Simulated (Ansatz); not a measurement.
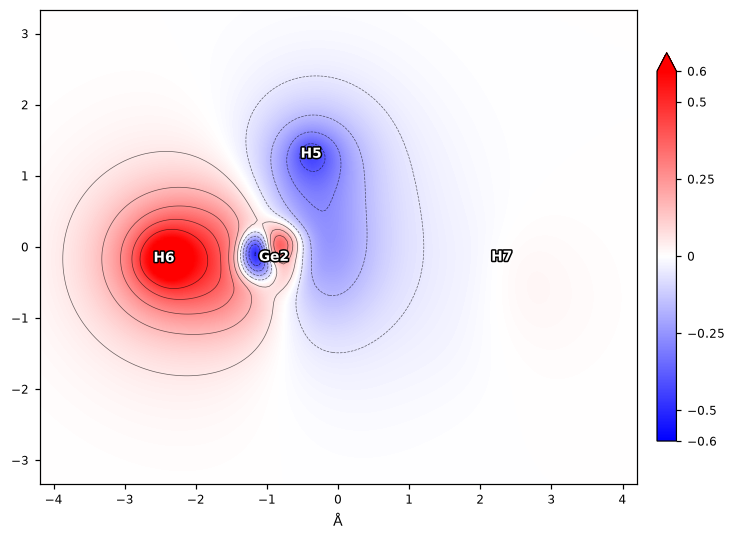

The picture shows: NH₃···GeH₃ (doublet). The HOMO−1 (β) on the plane of atoms H5, Ge2 and H6 (values in Å⁻³ᐟ²; the overall sign is arbitrary).

Level of theory: UKS PBE0/def2-SVP in Ansatz.

```tsv
atom	x (Å)	y (Å)	z (Å)
H	-1.6247	0.2111	-0.9526
Ge	1.4210	-0.3354	-0.1630
N	-1.9723	0.1963	0.0040
H	1.2056	-0.4478	1.3607
H	1.3698	1.1424	-0.6041
H	2.7709	-0.9699	-0.5636
H	-1.4587	0.9083	0.5197
H	-1.7115	-0.7049	0.3989
```

**Where does this orbital lie, and at what energy?**

It lies mainly on Ge2 (about 45 %), H6 (about 35 %), H5 (about 10 %) and H4 (about 10 %). Its energy is −9.66 eV.
